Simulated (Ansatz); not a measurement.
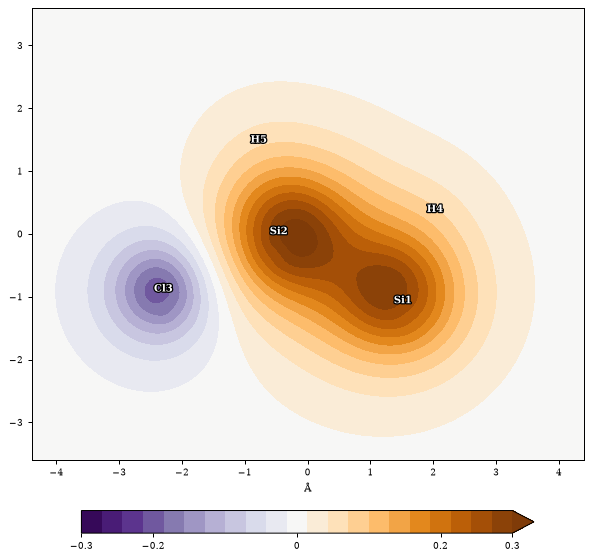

Figure. ClH₂Si₂ (SMILES [SiH]=[SiH]Cl) (doublet). One frontier orbital on a plane 0.8 Å above the molecular plane (values in Å⁻³ᐟ²; the overall sign is arbitrary).

Geometry: PBE0-D4/def2-TZVP.

Computed with UKS PBE0-D4/def2-TZVPP (Ansatz).

Input

```
crystal:
  periodic: [false, false, false]
  atoms:
    - {symbol: Si, position_ang: [-1.009308, 0.544580, -1.448622]}
    - {symbol: Si, position_ang: [0.408866, -0.035525, 0.214277]}
    - {symbol: Cl, position_ang: [2.425848, 0.323344, 0.195352]}
    - {symbol: H, position_ang: [-2.002140, -0.109504, -0.476837]}
    - {symbol: H, position_ang: [0.176734, -0.722895, 1.515821]}
basis:
  gaussian: {orbitals: def2-TZVPP}
magnetization: {spin_polarized: true, initial_magnetization: 1}
hamiltonian: {xc: pbe0, dispersion: d4}
output: {orbitals: {seedname: orbitals}}
```

Command:

```sh
ansatz run in.yaml --threads 2 --pin off --events-out ev --progress --plain --max-ram 4352MiB
```

Q: Which orbital is it: HOMO (α) or LUMO (α)?

A: The HOMO (α), at −6.55 eV. It lies mainly on Si2 (about 45 %), Si1 (about 45 %) and Cl3 (about 10 %); it changes sign across the molecular plane (π type); π-bonding across Si1–Si2.
